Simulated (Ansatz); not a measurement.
# BaPbO3 (model cell, started as cubic perovskite with Pb in the octahedra): a soft mode frozen in, part 3 of 3

Which phase does BaPbO3 (model cell, started as cubic perovskite with Pb in the octahedra) fall into along its unstable mode, and how much energy does it gain?

Ansatz 0.2.0; DFT PBEsol, scalar-relativistic, plane waves, PAW; PAW set soft_1.

So far. Step 5 (Energy along the mode, all amplitudes (two of the runs …): The lowest of the steps tried is at 0.45 Å, 25.1 meV/atom below the parent; the bottom of the well need not coincide with a step. Step 7 (The new phase in its own primitive cell): The largest force component left is 0.15 meV/Å and the pressure is 0.000 GPa, within the tolerances set. The cell now holds 15.62 Å³/atom. The relaxed cell has a = 5.988, c = 8.713 Å (conventional setting).

The structure was built from a prototype and need not be the compound's stable phase.

**8. Modes of the new phase**

A relaxed structure may still be a saddle point, so its zone-centre modes are computed. No field response is asked, since the mesh shows no gap.

The input, input.yaml:

```yaml
crystal:
  lattice:
    - [-2.9937939271, 2.9937939271, 4.3563145382]
    - [2.9937939271, -2.9937939271, 4.3563145382]
    - [2.9937939271, 2.9937939271, -4.3563145382]
  atoms:
    - { symbol: Ba, position: [0.75, 0.25, 0.5] }
    - { symbol: Ba, position: [0.25, 0.75, 0.5] }
    - { symbol: Pb, position: [0.0, 0.0, 0.0] }
    - { symbol: Pb, position: [0.5, 0.5, 0.0] }
    - { symbol: O, position: [0.3051591315, 0.8051591315, 0.110318263] }
    - { symbol: O, position: [0.6948408685, 0.1948408685, 0.889681737] }
    - { symbol: O, position: [0.25, 0.25, 0.0] }
    - { symbol: O, position: [0.75, 0.75, 0.0] }
    - { symbol: O, position: [0.1948408685, 0.3051591315, 0.5] }
    - { symbol: O, position: [0.8051591315, 0.6948408685, 0.5] }
kpoints:
  mp_grid: { grid: [8, 8, 8] }
hamiltonian:
  xc: pbesol
  pseudopotentials: { kind: paw, azcp: { folder: soft_1 }, xc_functional: pbe }
scf:
  occupations: { method: methfessel_paxton, width: 0.2 }
output:
  eigenvalues: true
phonons:
  method: dfpt
```

On the command line:

```console
ansatz run input.yaml --threads 4 --pin off --max-ram 16384MiB --backend cpu --events-out ev --progress --plain --runs-dir out
```

Numbers of over 12 decimals in the logs are rounded to 6 here.

Output:

```text
[...]
Crystal: 10 atoms, lattice volume = 156.179 Å³
Basis set: ecut = 420 eV, 3055 PW (Γ), exchange–correlation on 96×96×96 points (8 copies of the dense FFT grid, shifted against one another)
Bands: 52, of which v1, the nominal top of the filled ones, is band 42 counted from 1 (41 counted from 0)
Symmetry: 16 space group operations
k-points: 260 of 512 (irreducible under 1 space group operation, time reversal used)
[...]
SCF iter   1: F=—  HF=-38610.731082 eV  |F-HF|=—  |Δ(HF+E_count)|=         —  Δρ=5.93e-2  dr2=8.63e0  ethr=3.10e-3  ⟨swp⟩=13.9  Hψ=82616  notcnv=0
[...]
SCF iter  12: F=-38607.285674 eV  HF=-38607.285674 eV  |F-HF|=7.28e-12  |Δ(HF+E_count)|=    0.00e0  S|Δr|=    0.00e0  Δρ=6.24e-8  dr2=6.05e-12  ethr=1.00e-12  ⟨swp⟩=21.0  Hψ=114138  notcnv=0
SCF 1 converged in 12 iterations: F = -38607.285674 eV  dr2 = 6.05e-12
[...]
DFPT response loops at Γ: preconditioner auto → Kerker (q_TF=auto, 2.460 Å⁻¹) (partly filled bands, converged f_vac=0.000); β = 1.00, the filter's whole step (`scf.mixing.beta` (0.50) is not read by the response loops under this deck's `scf.mixing.preconditioner`; to damp them name `kerker` or `kerker_dos`, under which they read `scf.mixing.beta`, and type it under 1.00, their step now; both keys bind the ground state too); Broyden in place of MSR1
SCF converged after 12 iterations
[...]
Free energy (F): -38607.285674 eV
[...]
Internal energy: -38607.314958 eV  (E = F + TS)
E sigma→0 (E₀):  -38607.292995 eV
Entropy (-TS):   0.029284 eV (2.928 meV/atom)
Fermi energy:    9.001643 eV
[...]
--- Band table (eV; the first three rows and the last of 260) ---
  k-point 0: bands = [... 38 lower, 8.8136, 8.8545, 8.8545, 9.0025, 9.0873, 13.8246, 13.9600, 14.0954, ... 6 higher]
  k-point 1: bands = [... 38 lower, 8.6317, 8.7101, 8.8796, 8.9616, 9.3871, 14.0403, 14.1016, 14.2206, ... 6 higher]
  k-point 2: bands = [... 38 lower, 8.4356, 8.5107, 8.9093, 8.9504, 10.1472, 13.9904, 14.5545, 14.8446, ... 6 higher]
  k-point 259: bands = [... 38 lower, 8.4692, 8.4692, 8.8272, 9.0063, 12.2321, 13.6408, 15.0068, 15.0250, ... 6 higher]
--- Phonons (Γ-DFPT): 8 representative perturbations + reference, on 260 of 512 k-points (Σ response iterations 30) ---
  k mesh reduced under 1 symmetry operation, with k and −k counted as one. Each operation leaves every solved perturbation unchanged. A smaller set is not used because it would not reduce the number of displacements times k-points to solve
  ASR residual: 5.352e-5 → 0.000e0 eV/Å²; symmetrization residual: 3.499e-5 eV/Å²
  ASR residual per site (eV/Å²): 1.89e-5 1.89e-5 1.28e-5 1.28e-5 2.89e-6 2.89e-6 5.35e-5 5.35e-5 2.89e-6 2.89e-6
  Γ frequencies (cm⁻¹): -62.45 -62.45 0.00 0.00 0.00 92.02 92.02 108.69 108.69 110.70 117.20 134.85 134.85 160.37 160.37 182.99 185.68 209.89 221.47 223.12 223.12 264.71 264.71 303.32 322.58 351.77 509.03 516.69 516.69 599.59
  non-analytic LO–TO correction: not included (Born effective charges unavailable; polar crystals: no LO–TO splitting at Γ)
```

Run time: 13 min. Hardware: 4 threads of Arm Neoverse V1, shared host; peak memory 6.6 GiB; 50 min of CPU time.

Numbers from this step:

```yaml
sum_rule_residual_before_enforcement: 5.35e-5 eV/Å²
point_group: 4/mmm
highest_optical_mode_at_the_zone_centre_no_lo_to_term: 599.6 cm⁻¹
lowest_optical_zone_centre_mode: -62.45 cm⁻¹
```

Patterns of degenerate modes are one choice out of their space. The modes at Γ (shares of kinetic energy by element, %) (negative means imaginary):

| mode | frequency (cm⁻¹) | symmetry | Ba % | Pb % | O % |
| --- | --- | --- | --- | --- | --- |
| 1 | -62.5 | Eg | 14 | 0 | 86 |
| 2 | -62.5 | Eg | 14 | 0 | 86 |
| 3 | 0.0 | acoustic | 35 | 53 | 12 |
| 4 | 0.0 | acoustic | 35 | 53 | 12 |
| 5 | 0.0 | acoustic | 35 | 53 | 12 |
| 6 | 92.0 | Eu | 56 | 19 | 25 |
| 7 | 92.0 | Eu | 56 | 19 | 25 |
| 8 | 108.7 | Eg | 85 | 0 | 15 |
| 9 | 108.7 | Eg | 85 | 0 | 15 |
| 10 | 110.7 | B2g | 100 | 0 | 0 |
| 11 | 117.2 | A2u | 62 | 36 | 1 |
| 12 | 134.8 | Eu | 8 | 19 | 73 |
| 13 | 134.8 | Eu | 8 | 19 | 73 |
| 14 | 160.4 | Eu | 1 | 75 | 24 |
| 15 | 160.4 | Eu | 1 | 75 | 24 |
| 16 | 183.0 | A1u | 0 | 100 | 0 |
| 17 | 185.7 | A2u | 3 | 7 | 90 |
| 18 | 209.9 | A1g | 0 | 0 | 100 |
| 19 | 221.5 | B1u | 0 | 0 | 100 |
| 20 | 223.1 | Eu | 0 | 29 | 70 |
| 21 | 223.1 | Eu | 0 | 29 | 70 |
| 22 | 264.7 | Eg | 1 | 0 | 99 |
| 23 | 264.7 | Eg | 1 | 0 | 99 |
| 24 | 303.3 | B2g | 0 | 0 | 100 |
| 25 | 322.6 | A2g | 0 | 0 | 100 |
| 26 | 351.8 | B1g | 0 | 0 | 100 |
| 27 | 509.0 | A2u | 0 | 3 | 97 |
| 28 | 516.7 | Eu | 0 | 4 | 96 |
| 29 | 516.7 | Eu | 0 | 4 | 96 |
| 30 | 599.6 | A2g | 0 | 0 | 100 |

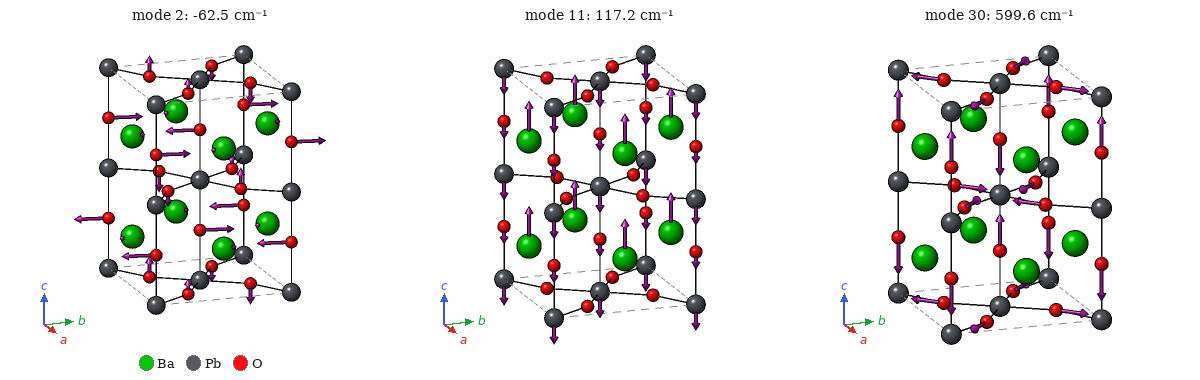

Displacement patterns of modes 2, 11 and 30 at Γ; arrows are exaggerated. Some periodic images of atoms are drawn too.

Before it was imposed, the acoustic sum rule was missed by 5.4e-5 eV/Å². Small misses are needed for a sound result but don't prove that mesh and cutoff are converged. The lowest optical mode is imaginary, 62.5i cm⁻¹, so the energy falls along it.

**9. Outcome**

```json
{
  "unstable mode of the parent": "q = (-0.5, -0.5, -0.5), 163i cm⁻¹",
  "depth at the lowest point sampled": "25.1 meV/atom",
  "largest atomic shift at that point": "0.45 Å",
  "space group reached (within 0.01 Å)": "I4/mcm",
  "energy gained over the parent (first relaxation, on the mesh of the frozen mode)": "28.9 meV/atom",
  "volume per atom, phase reached": "15.6 Å³",
  "lowest optical zone-centre mode, phase reached": "-62.5 cm⁻¹",
  "highest optical mode at the zone centre (no LO-TO term), phase reached": "600 cm⁻¹"
}
```

Along this mode the structure falls into I4/mcm, 28.9 meV/atom below the parent. At the parent's cell the well is 25.07 meV/atom deep on the steps tried, with its lowest point at a shift of 0.45 Å. Relaxing atoms and cell changes the gain by +3.79 meV/atom against the lowest step (energies at zero smearing). The new phase still has an imaginary mode at the zone centre of its cell, so it is a saddle point on the way to a lower structure. Of the 4 patterns followed to their end from this parent, this one ends 2.77 meV/atom above the lowest, Imma. Each path keeps the symmetry of its pattern, so a lower phase may lie along a pattern not tried. With no gap, or one that is small against the smearing, the frequencies hang on the k mesh and the smearing, most of all near Kohn anomalies. A semilocal functional can close a gap that the real compound would have, so the metallic treatment may be an artefact of the level. Spin-orbit coupling is left out, which can matter for the heavy elements here. The PAW files were made for PBE and serve the other functionals too. The starting cell was built on a prototype and not taken from a measurement, so the phase need not exist.

[Logs are printed without paths, hosts, clocks, repeated set-up lines and the standing remarks that a program may print on its own settings, such as how far it seeks lower states.]

[Hosts, paths, dates, database ids (printed as entryN), source tags and the programs' standing remarks are cut or masked in the printed files.]
